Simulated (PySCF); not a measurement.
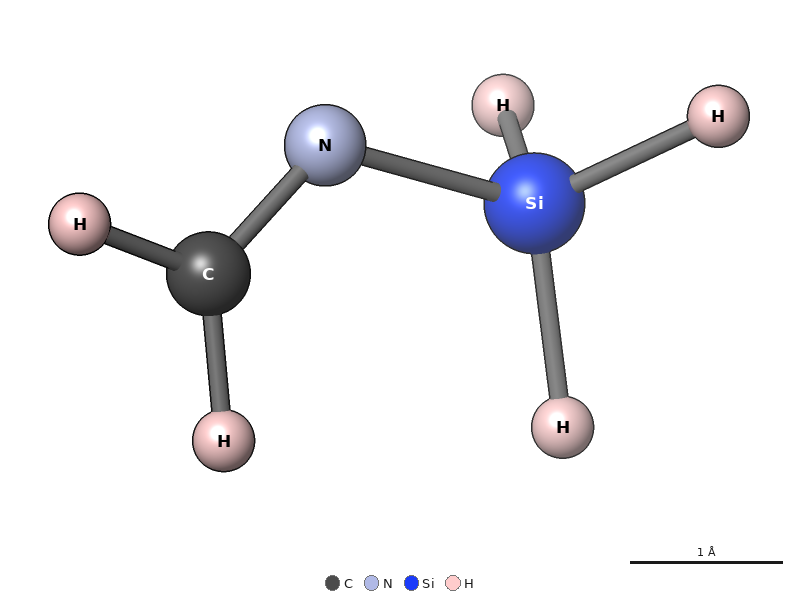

Depth is shown by fading: the farther an atom, the more it takes the colour of the background. The computed structure is the end point of a PBE0-D3(BJ)/def2-SVP optimisation. No frequency run is at hand to confirm it as a minimum. Masses are those of the most abundant isotopes; constants are for the rigid equilibrium geometry.

**What kind of rotor is it, and what are its rotational constants in MHz?**

An asymmetric top (Cs): A = 41666, B = 5749, C = 5372 MHz. Ray's parameter κ is −0.98, close to the prolate limit.
